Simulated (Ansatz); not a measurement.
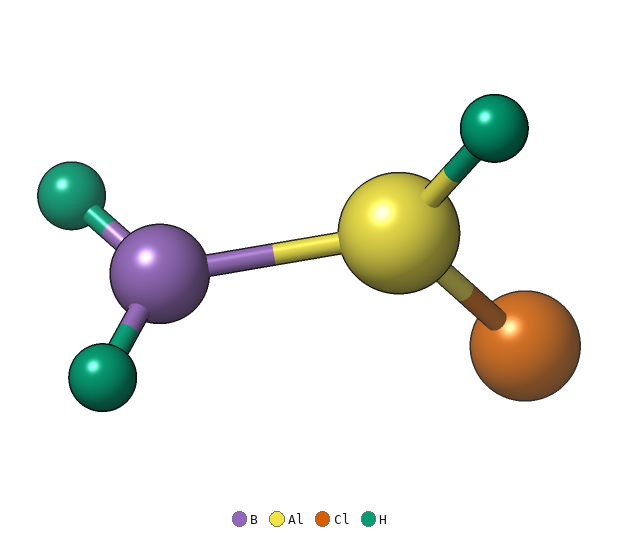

Count the atoms of each element.

AlBClH3, 6 atoms: 1 aluminium, 1 boron, 1 chlorine and 3 hydrogen.

How many sets of symmetry-equivalent atoms are there?

5: 1 B, 1 Al, 1 Cl, 2 H, 1 H.

Count the bonded pairs by element.

2 B–H, 1 Al–B, 1 Al–Cl, 1 Al–H. Sticks follow a distance rule.

What is the point group of this geometry?

Cs.

The parts below concern this one geometry. Atoms keep their numbers from picture to picture. Computed geometry: PBE0-D4/def2-TZVP optimisation. No frequency run is at hand to confirm it as a minimum.

### Shape

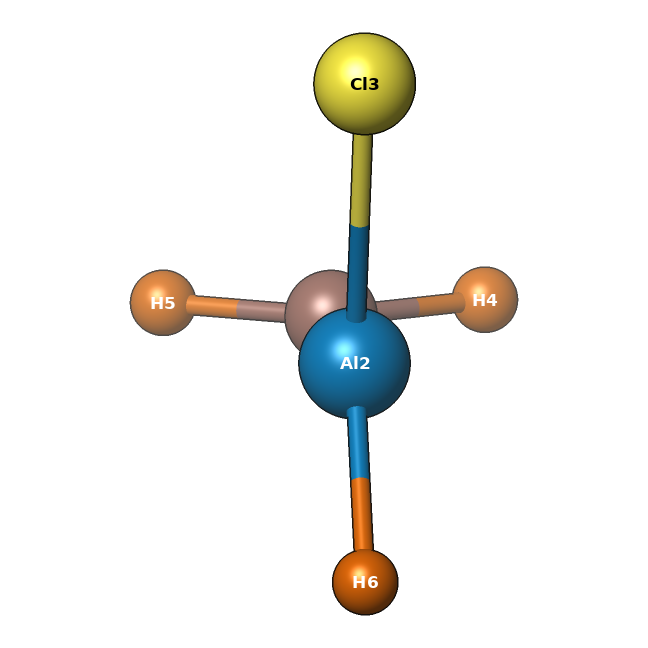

B1 lies behind Al2. The molecule seen nearly along the Al2–B1 bond, Al2 in front. Atoms fade into the background with distance from the viewer. No frequency run is at hand to confirm it as a minimum.

What is the torsion angle Cl3–Al2–B1–H4? The sign is positive where the front bond must turn clockwise to cover the back bond.

90°, about perpendicular.

### Dipole moment

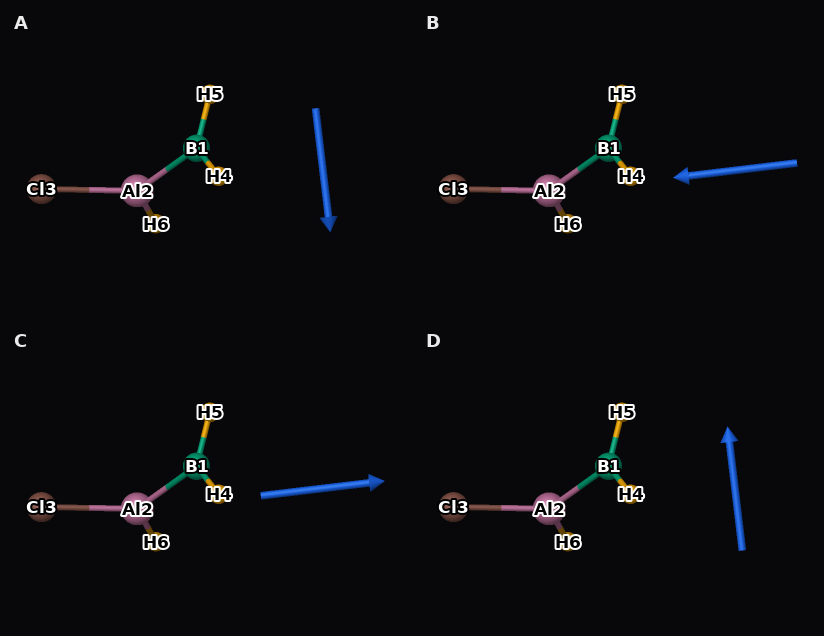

The same molecule four times, each with an arrow. No frequency run is at hand to confirm it as a minimum. Level of theory: RKS PBE0-D4/def2-TZVP (Ansatz 0.2.0).

Which arrow points along the dipole moment, from the negative to the positive end?

C. The dipole moment is 1.66 D; it points from the side of Cl3 to the side of H4, H5 (the outermost atoms at the two ends).

### Electronic properties

No frequency run is at hand to confirm it as a minimum. Method: RKS PBE0-D4/def2-TZVPP (Ansatz 0.2.0).

Predict the main results.

- HOMO energy (Kohn–Sham orbital): −7.75 eV
- LUMO energy (Kohn–Sham orbital): −2.66 eV
- HOMO–LUMO gap: 5.09 eV

### Charges

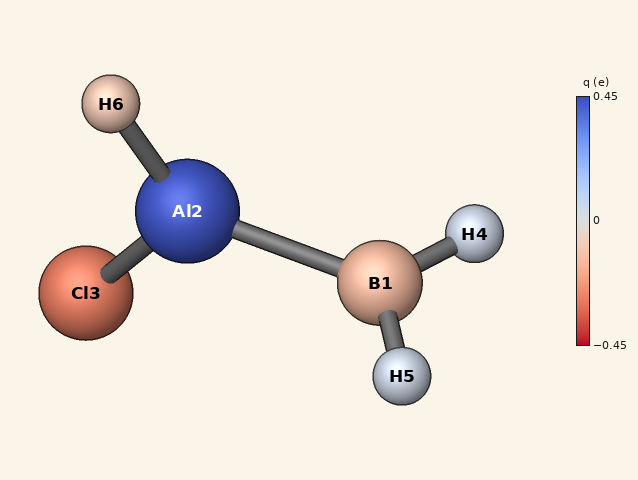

Atoms are coloured by their Mulliken charges. No frequency run is at hand to confirm it as a minimum. Method: RKS PBE0-D4/def2-TZVP (Ansatz 0.2.0).

Which atom carries the highest charge (most positive or least negative)?

Al2 (0.42 e).

And the lowest?

Cl3 (−0.28 e).

List the Mulliken charges.

| atom | value (e) |
| --- | --- |
| B1 | −0.14 |
| Al2 | 0.42 |
| Cl3 | −0.28 |
| H4 | 0.04 |
| H5 | 0.04 |
| H6 | −0.09 |

Mulliken values depend strongly on the basis set and can even reverse the polarity of a bond.
